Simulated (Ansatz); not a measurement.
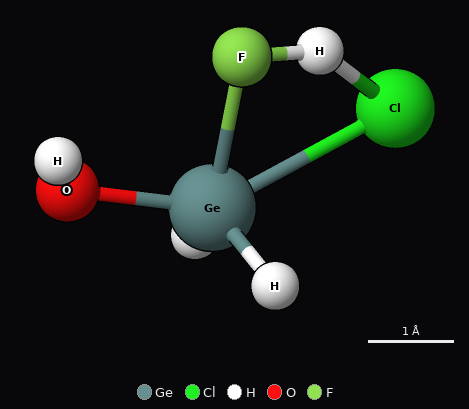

The structure as given in the input (ball-and-stick view, seen at a tilt). Sticks mark near contacts.

## Run report: GeH4ClOF, frequency calculation

- system: GeH4ClOF
- method: RKS PBE/def2-SVP (Ansatz 0.2.0)

It belongs to a series of runs on one base structure; here: vibrations at the highest image of the band.

**Log**
```
Engine: ansatz 0.2.0, x86_64-unknown-linux-gnu
Functional definition: PBE
  parameter kappa = 0.804
  parameter beta = 0.06672455060314922
  exchange = pbe_x(kappa = kappa, mu = beta*pi^2/3)
  correlation = pbe_c(beta = beta)
1069 factors; their error is unknown
mean field evaluation 1: about -73830.7811 eV, gradient 6.4e1 eV
mean field evaluation 2: about -73760.9251 eV, gradient 1.7e2 eV
mean field evaluation 4: about -73837.0665 eV, gradient 1.7e1 eV
mean field evaluation 8: about -73837.5009 eV, gradient 7.7e-2 eV
mean field evaluation 16: about -73837.4433 eV, gradient 2.5e-5 eV
mean field -73837.44333542 eV, -2713.4759937599 hartree, gradient 2.5e-5 eV, S^2 0.000000; 0 other end points of the search recorded, 0 dependent functions left out
the calculation of the forces begins
reference -73837.44336590 eV, -2713.4759948801 hartree; 35, 35 occupied and 63, 63 virtual orbitals, 1069 factors
these checks for a lower state are left out or cut short: stability, starts, cluster_reference, orbital_swaps, neighbouring_geometries, increment
1069 factors; their error is unknown
mean field -73837.44321736 eV, -2713.4759894214 hartree, gradient 3.0e-6 eV, S^2 0.000000; 0 other end points of the search recorded, 0 dependent functions left out
[... from here on the field's lines of each further geometry are left out, up to the last ...]
the calculation of the forces begins
reference -73837.44331937 eV, -2713.4759931703 hartree; 35, 35 occupied and 63, 63 virtual orbitals, 1069 factors
these checks for a lower state are left out or cut short: stability, starts, cluster_reference, orbital_swaps, neighbouring_geometries, increment
1069 factors; their error is unknown
mean field -73837.44333304 eV, -2713.4759936725 hartree, gradient 2.4e-6 eV, S^2 0.000000; 0 other end points of the search recorded, 0 dependent functions left out
the calculation of the forces begins
reference -73837.44336351 eV, -2713.4759947924 hartree; 35, 35 occupied and 63, 63 virtual orbitals, 1069 factors
WARN: phonons: modes at or below zero, which the zero-point energy, F, S and C_V leave out: 1, the lowest at -269.50 cm⁻¹. A minimum has none, and a first-order saddle one
Total energy: -73837.44336590 eV, -2713.4759948801 hartree
Atom 0 at    -0.090708    -0.190497     0.047370 Å, force    -0.005129     0.008449     0.005349 eV/Å
Atom 1 at     0.793847     0.502233     2.376751 Å, force    -0.000406    -0.000105     0.002562 eV/Å
Atom 2 at     1.302442    -0.077927    -0.602735 Å, force     0.003252    -0.002233     0.001486 eV/Å
Atom 3 at    -1.055308     1.000939     0.183923 Å, force     0.002081    -0.000405    -0.004315 eV/Å
Atom 4 at    -1.176779    -1.286909    -0.861446 Å, force    -0.010392    -0.003199    -0.007142 eV/Å
Atom 5 at    -0.806530    -2.184934    -0.958360 Å, force     0.003798    -0.000170     0.001361 eV/Å
Atom 6 at     0.305678    -1.811268     1.287017 Å, force     0.004863     0.007189     0.009553 eV/Å
Atom 7 at     0.624759    -1.062234     2.040480 Å, force     0.001933    -0.009526    -0.008856 eV/Å
Dipole moment:     0.103950    -0.181141    -0.318446 e Å
Vibrations: -269.50 69.46 203.38 288.62 359.96 446.12 504.23 679.65 692.36 745.79 802.86 814.06 918.50 1140.21 1588.03 2108.45 2152.79 3720.07 cm⁻¹, zero-point energy 1.068405 eV
```

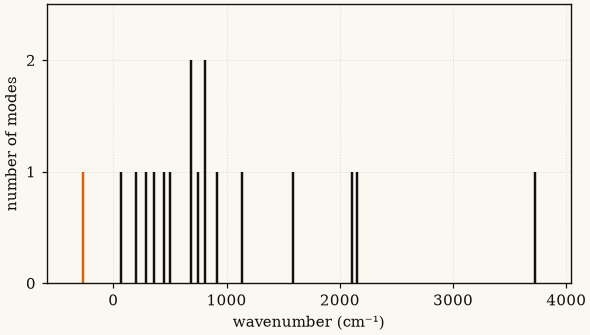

Harmonic vibrational wavenumbers from the force constants; neighbouring modes closer than 18 cm⁻¹ are counted in one stick, and imaginary ones are drawn at negative wavenumbers. 18 modes from 270i to 3720 cm⁻¹, 1 imaginary beyond 8i (270i cm⁻¹): a first-order saddle point, if the geometry is stationary.

This output came from the following input.

**Input file**
```yaml
crystal:
  periodic: [false, false, false]
  atoms:
    - { symbol: Ge, position_ang: [-0.090708, -0.190497, 0.04737] }
    - { symbol: Cl, position_ang: [0.793847, 0.502233, 2.376751] }
    - { symbol: H, position_ang: [1.302442, -0.077927, -0.602735] }
    - { symbol: H, position_ang: [-1.055308, 1.000939, 0.183923] }
    - { symbol: O, position_ang: [-1.176779, -1.286909, -0.861446] }
    - { symbol: H, position_ang: [-0.80653, -2.184934, -0.95836] }
    - { symbol: F, position_ang: [0.305678, -1.811268, 1.287017] }
    - { symbol: H, position_ang: [0.624759, -1.062234, 2.04048] }
basis:
  gaussian: { orbitals: def2-SVP }
hamiltonian:
  xc: pbe
phonons: {}
```

Launched with:
```bash
ansatz run input.yaml --threads 2 --pin off --max-ram 3072MiB --backend cpu --events-out ev --progress --plain --runs-dir out
```

**Summary**

```json
{"quantity": "outcome", "value": "converged"}
{"quantity": "total energy", "value": "−73837.4434 eV"}
{"quantity": "mean-field energy", "value": "−73837.4434 eV"}
{"quantity": "largest force (length of the vector)", "value": "0.013 eV/Å"}
{"quantity": "hardware", "value": "2 threads of Intel Xeon (Sapphire Rapids), 192 GiB of memory available, shared host"}
{"quantity": "wall time", "value": "47 s (CPU time 90 s)"}
{"quantity": "peak memory", "value": "0.15 GiB"}
```
